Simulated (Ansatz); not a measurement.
**CCSDT(Q)/STO-3G run of SiF2 (SMILES F[Si]F)**

Aim: the electronic atomisation energy of SiF2 at CCSDT(Q)/STO-3G, from 3 runs. 

The calculation is run with Ansatz 0.2.0.

36 further runs of the same task are left out: 4 that didn't finish, 32 set aside as unsound or not needed.

**1. The system as given**

SiF2 has 3 atoms, charge 0, and is taken as a singlet. As SMILES, `F[Si]F`. The coordinates come from a GFN2-xTB relaxation.

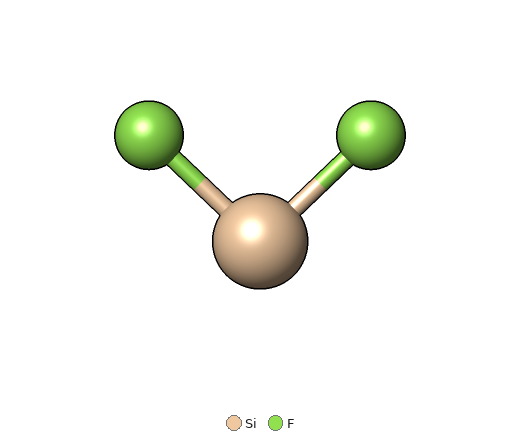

Viewed from a chosen angle; silicon light orange, fluorine green.

**2. A single-point energy at CCSDT(Q)/STO-3G**

Contents of input.yaml:

```yaml
crystal:
  periodic: [false, false, false]
  atoms:
    - {symbol: Si, position_ang: [0.004220, -0.007680, -0.744810]}
    - {symbol: F, position_ang: [1.165930, -0.017340, 0.380560]}
    - {symbol: F, position_ang: [-1.170150, 0.025020, 0.364240]}
basis:
  gaussian: {orbitals: STO-3G}
accuracy: high
scf: {omitted_lower_state_checks: [cluster_reference, increment]}
correlation: {method: ccsdt_q, frozen_orbitals: {F: 1, Si: 5}}
```

Started as:

```sh
ansatz run input.yaml --threads 1 --pin off --max-ram 2610MiB --events-out events.jsonl --progress --plain --runs-dir runs
```

Standard output:

```text
Warning: RAYON_NUM_THREADS=1 ignored (pool sized by the plan → 1); use --threads N
Functional definition: HF
  name "HF"
  exchange = exact_x
  correlation = 0
these checks for a lower state are left out or cut short: cluster_reference, increment
336 factors; integrals over basis functions are off by at most 3.3e-8 eV
mean field evaluation 1: about -13104.8093 eV, gradient 2.2e1 eV
mean field evaluation 2: about -13104.8661 eV, gradient 2.2e1 eV
mean field evaluation 4: about -13107.3621 eV, gradient 1.0e0 eV
mean field evaluation 8: about -13107.3700 eV, gradient 2.8e-2 eV
mean field -13107.36999658 eV, -481.6869628797 hartree, gradient 7.2e-8 eV, S^2 0.000000; 0 other end points of the search recorded, 0 dependent functions left out
7 core orbitals not correlated: weight in the atoms' cores, before any rotation towards them, 1.000 or more for the frozen orbitals, at most 0.000 for the correlated occupied ones
reference -13107.36999658 eV, -481.6869628797 hartree; 9, 9 occupied and 3, 3 virtual orbitals, 336 factors
second order -1.90785647 eV of doubles, -0.00000000 eV of singles
cycle   1  -1.94257369 eV  change   -3.5e-2 eV  update   1.2e-1
cycle   2  -2.29321787 eV  change   -3.5e-1 eV  update   7.6e-2
cycle   3  -2.46503683 eV  change   -1.7e-1 eV  update   3.4e-2
cycle   4  -2.48304128 eV  change   -1.8e-2 eV  update   9.6e-3
cycle   5  -2.48167513 eV  change    1.4e-3 eV  update   6.0e-3
cycle   6  -2.48166767 eV  change    7.5e-6 eV  update   1.6e-3
cycle   7  -2.48187806 eV  change   -2.1e-4 eV  update   6.0e-4
cycle   8  -2.48155992 eV  change    3.2e-4 eV  update   2.3e-4
cycle   9  -2.48145682 eV  change    1.0e-4 eV  update   5.9e-5
cycle  10  -2.48154238 eV  change   -8.6e-5 eV  update   2.6e-5
cycle  11  -2.48154989 eV  change   -7.5e-6 eV  update   1.2e-5
cycle  12  -2.48154338 eV  change    6.5e-6 eV  update   4.0e-6
cycle  13  -2.48154491 eV  change   -1.5e-6 eV  update   2.3e-6
cycle  14  -2.48154213 eV  change    2.8e-6 eV  update   9.2e-7
cycle  15  -2.48154156 eV  change    5.7e-7 eV  update   3.9e-7
cycle  16  -2.48154156 eV  change   -2.6e-9 eV  update   1.6e-7
cycle  17  -2.48154163 eV  change   -6.9e-8 eV  update   7.8e-8
cycle  18  -2.48154169 eV  change   -5.8e-8 eV  update   3.6e-8
cycle  19  -2.48154113 eV  change    5.6e-7 eV  update   1.2e-7
cycle  20  -2.48154091 eV  change    2.2e-7 eV  update   5.1e-8
cycle  21  -2.48154090 eV  change    1.6e-8 eV  update   1.9e-8
cycle  22  -2.48154090 eV  change   -6.4e-9 eV  update   9.7e-9
cycle  23  -2.48154091 eV  change   -3.9e-9 eV  update   5.2e-9
cycle  24  -2.48154091 eV  change   -2.6e-9 eV  update   1.5e-9
cycle  25  -2.48154091 eV  change   5.1e-11 eV  update  8.4e-10
perturbative correction -0.02607011 eV, -0.0009580588 hartree
Total energy: -13109.87760759 eV, -481.7791158848 hartree
Checks for a lower state left out: cluster_reference, increment
```

It took 0.69 s on 1 thread of Arm Neoverse V1, shared host.

**3. The F atom**

Contents of job.yaml:

```yaml
crystal:
  periodic: [false, false, false]
  atoms:
    - {symbol: F, position_ang: [0.000000, 0.000000, 0.000000]}
basis:
  gaussian: {orbitals: STO-3G}
magnetization: {spin_polarized: true, initial_magnetization: 1}
correlation: {method: ccsdt_q, frozen_orbitals: {F: 1}}
accuracy: high
scf: {omitted_lower_state_checks: [cluster_reference, increment]}
```

Run the same way, it converges to -97.98651 Eh (log not shown).

**4. The Si atom at the same level**

Contents of molecule.yaml:

```yaml
crystal:
  periodic: [false, false, false]
  atoms:
    - {symbol: Si, position_ang: [0.000000, 0.000000, 0.000000]}
basis:
  gaussian: {orbitals: STO-3G}
magnetization: {spin_polarized: true, initial_magnetization: 2}
correlation: {method: ccsdt_q, frozen_orbitals: {Si: 5}}
scf: {omitted_lower_state_checks: [cluster_reference, increment]}
accuracy: high
total_charge: 0
```

Run the same way, it converges to -285.47963 Eh (log not shown).

**5. What came out**

Level: CCSDT(Q)/STO-3G, 7 core orbitals frozen.

| quantity | value |
| --- | --- |
| molecule: total energy | -481.77912 Eh |
| molecule: correlation energy (7 core orbitals frozen) | -92.2 mEh |
| molecule: T1 diagnostic | 0.022 |
| F atom: total energy | -97.98651 Eh |
| F atom: correlation energy (1 core orbital frozen) | 0.0 mEh |
| F atom: ⟨S²⟩ of the reference determinant | 0.750 |
| F atom: T1 diagnostic | 0.000 |
| Si atom: total energy | -285.47963 Eh |
| Si atom: correlation energy (5 core orbitals frozen) | -13.4 mEh |
| Si atom: ⟨S²⟩ of the reference determinant | 2.000 |
| Si atom: T1 diagnostic | 0.000 |
| electronic atomisation energy | 8.884 eV |

In words: Taking the molecule apart into free atoms costs 8.88 eV (857 kJ/mol), before zero-point energy and without spin-orbit coupling. In a minimal basis such a difference can be off by several eV, whatever the method. The T1 diagnostic (molecule) of 0.022 is above the customary mark for such species, so a single reference may not serve.
